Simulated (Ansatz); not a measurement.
**H$_{8}$O$_{2}$Si$_{3}$: density, localisation and related maps**

Input file:

```
crystal:
  periodic: [false, false, false]
  atoms:
    - { symbol: Si, position_ang: [0.0, 0.0, 0.0] }
    - { symbol: H, position_ang: [0.0, 0.0, 1.46] }
    - { symbol: Si, position_ang: [2.0935, 0.0, -0.7393] }
    - { symbol: H, position_ang: [2.5508, -1.3762, -0.9079] }
    - { symbol: H, position_ang: [2.1573, 0.6939, -2.0222] }
    - { symbol: H, position_ang: [2.951, 0.6823, 0.2255] }
    - { symbol: O, position_ang: [-0.7913, 1.3709, -0.5594] }
    - { symbol: Si, position_ang: [-2.4002, 1.4263, -1.0396] }
    - { symbol: H, position_ang: [-3.2124, 0.6421, -0.1138] }
    - { symbol: H, position_ang: [-2.862, 2.8114, -1.0378] }
    - { symbol: H, position_ang: [-2.5267, 0.8736, -2.385] }
    - { symbol: O, position_ang: [-0.7913, -1.3709, -0.5594] }
    - { symbol: H, position_ang: [-1.2459, -1.8365, 0.2129] }
basis:
  gaussian: { orbitals: def2-SVP }
hamiltonian:
  xc: b3lyp
relax:
  f_tol: 0.02
  max_steps: 40
output:
  orbitals: {}
```

Command:

```sh
ansatz run input.yaml --threads 2 --pin off --max-ram 3072MiB --backend cpu --events-out ev --progress --plain --runs-dir out
```

The fields are those of the relaxed geometry.

The calculation used RKS B3LYP/def2-SVP (Ansatz 0.2.0).

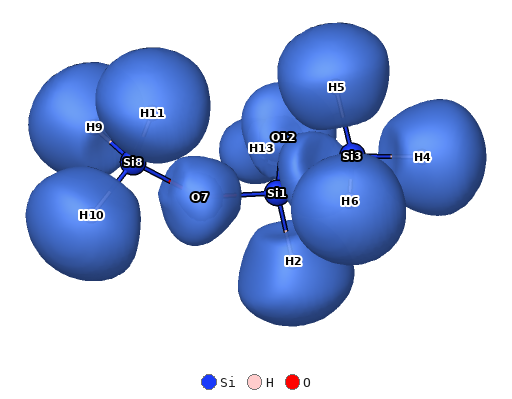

Figure 1. Isosurface of the ELF at 0.75 (blue), seen from one side. Only the valence region is drawn (cores and ρ < 0.01 e/Å³ removed).

Q: Describe the localisation domains.

A: The surface consists of one region between bonded Si–Si atoms (shared pairs), seven regions around hydrogen nuclei, one region wrapped around O (its lone pairs, merged into a ring or cap) and one joined region spread over several atoms (H, O), in which their bonds and any lone pairs are merged.


Si–O (1.66 Å): the ELF peaks at about 0.85 between the atoms, as expected for a polar covalent bond. Si–Si (2.35 Å): the ELF peaks at about 1 between the atoms: localised, covalent bonding.

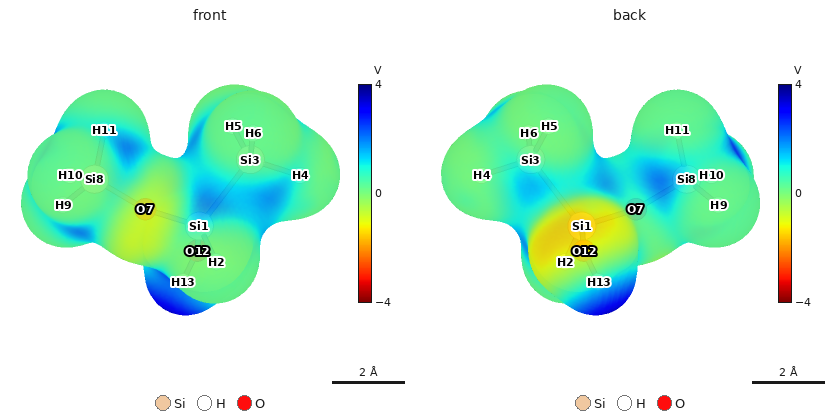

Figure 2. The electrostatic potential painted on the density surface at 0.004 e/bohr³, seen from the front and from behind; the colour scale runs from red (negative) to blue (positive).

Q: Where is the surface potential most negative and most positive?

A: The most negative region (about −1.5 V) lies over O12, the most positive (about +3.2 V) over H13. O12 is the likeliest acceptor of a hydrogen bond.

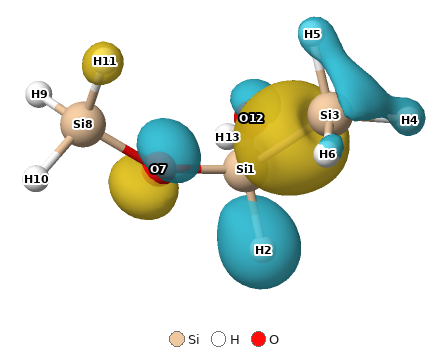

Figure 3. The HOMO at ±0.15 Å⁻³ᐟ² (yellow and cyan are the two phases), seen from one side.

Q: What is the character of this orbital?

A: Its weight (Hirshfeld) is mainly on Si3 (about 25 %), Si1 (about 25 %), O7 (about 15 %) and H2 (about 10 %). Its energy is −7.58 eV.

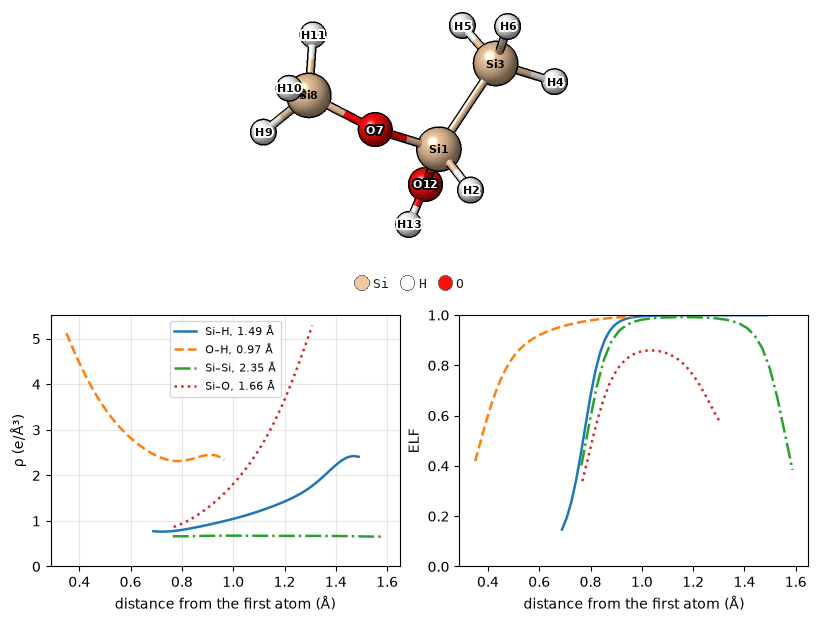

Figure 4. Electron density and electron localisation function along straight lines between neighbouring atoms. The curves leave out the atomic cores. The structure is drawn too.

Q: What can be read from the curves?

A: Si–H (1.49 Å): ρ at the midpoint is about 0.77 e/Å³; the ELF climbs to about 1 towards the hydrogen, as it does in any bond to H.
O–H (0.97 Å): ρ is about 3.6 e/Å³ halfway; the ELF climbs to about 1 towards the hydrogen; an ordinary covalent bond to hydrogen.
Si–Si (2.35 Å): the density is about 0.67 e/Å³ at the midpoint; the ELF peaks at about 1 between the atoms; a shared electron pair.
Si–O (1.66 Å): ρ at the midpoint is about 1 e/Å³; the ELF peaks at about 0.85 between the atoms; a polar covalent bond.
